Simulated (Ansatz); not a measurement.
CH₇Al

Input file:

```
crystal:
  periodic: [false, false, false]
  atoms:
    - {symbol: Al, position_ang: [-0.641483, 0.101596, -0.930318]}
    - {symbol: C, position_ang: [0.504559, -0.407703, 0.803241]}
    - {symbol: H, position_ang: [0.135816, -0.352862, -2.225088]}
    - {symbol: H, position_ang: [-2.177850, 0.000246, -0.590315]}
    - {symbol: H, position_ang: [0.269830, 0.916526, 0.183297]}
    - {symbol: H, position_ang: [-0.078394, 1.677839, -0.473639]}
    - {symbol: H, position_ang: [0.137020, -0.130719, 1.792882]}
    - {symbol: H, position_ang: [1.593199, -0.337298, 0.778184]}
    - {symbol: H, position_ang: [0.257203, -1.467525, 0.661755]}
basis:
  gaussian: {orbitals: def2-TZVPP}
hamiltonian: {xc: pbe0, dispersion: d4}
output: {orbitals: {seedname: orbitals}}
```

Run with:

```sh
ansatz run in.yaml --threads 2 --pin off --events-out ev --progress --plain --max-ram 4352MiB
```

A transition-state structure; geometry: PBE0-D4/def2-TZVP.

Method: Ansatz 0.2.0, RKS PBE0-D4/def2-TZVPP.

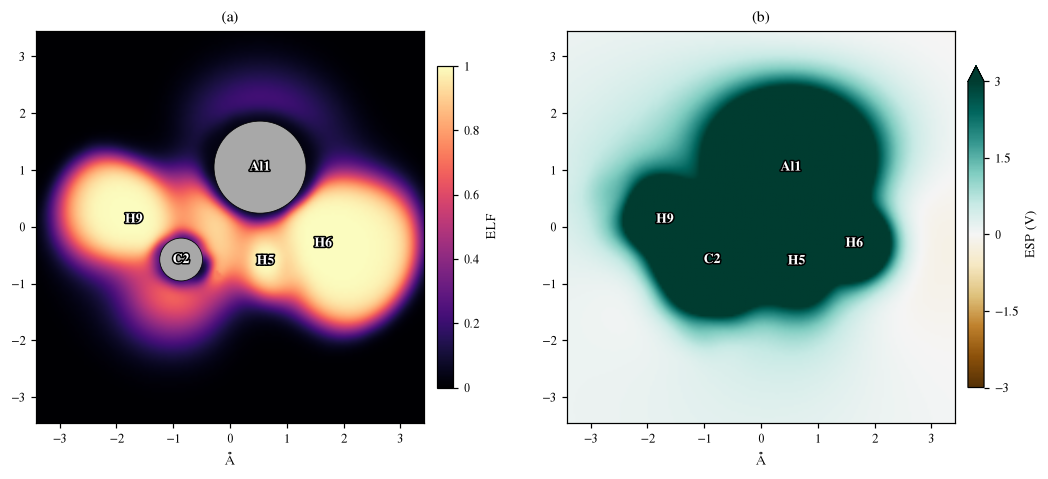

Figure 1. (a) ELF; (b) electrostatic potential on the plane of atoms Al1, C2 and H9. Grey discs cover the atomic cores in the ELF map.

Q: Interpret the plot.

A:
- The section cuts through Al, C and H sites.
- C–Al (2.14 Å): the ELF peaks at about 0.90 between the atoms: a polar covalent bond.
- C–H (1.10 Å): the ELF climbs to about 1 towards the hydrogen, as it does in any bond to H: an ordinary covalent bond to hydrogen.
- The potential has no marked negative region in this plane.

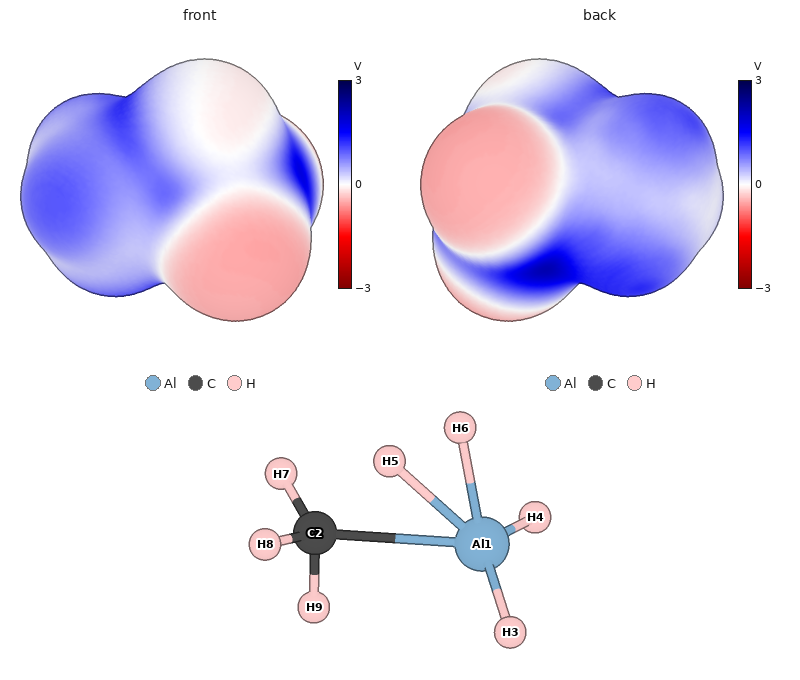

Figure 2. The electrostatic potential painted on the density surface at 0.002 e/bohr³, seen from the front and from behind; the colour scale runs from red (negative) to blue (positive). The bare structure is drawn below in the same view.

Q: Describe the electrostatic potential map.

A: The most negative region (about −0.5 V) lies over H3 and H4, the most positive (about +1.9 V) over Al1.

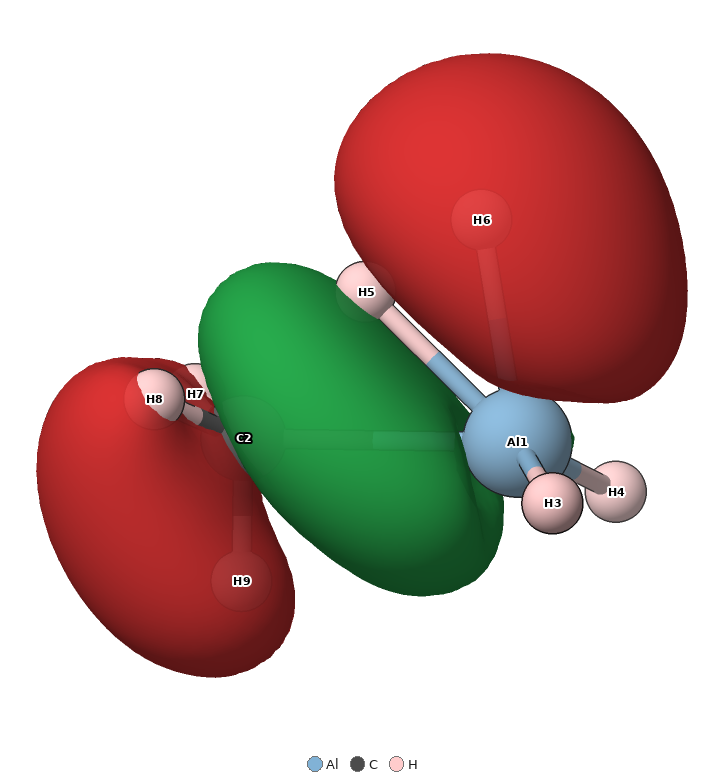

Figure 3. The HOMO at ±0.08 Å⁻³ᐟ² (green and red are the two phases), seen at a tilt.

Q: Describe this orbital and give its energy.

A: Its weight (Hirshfeld) is mainly on C2 (about 35 %), H6 (about 25 %), Al1 (about 20 %) and H5 (about 5 %). Its energy is −7.72 eV.
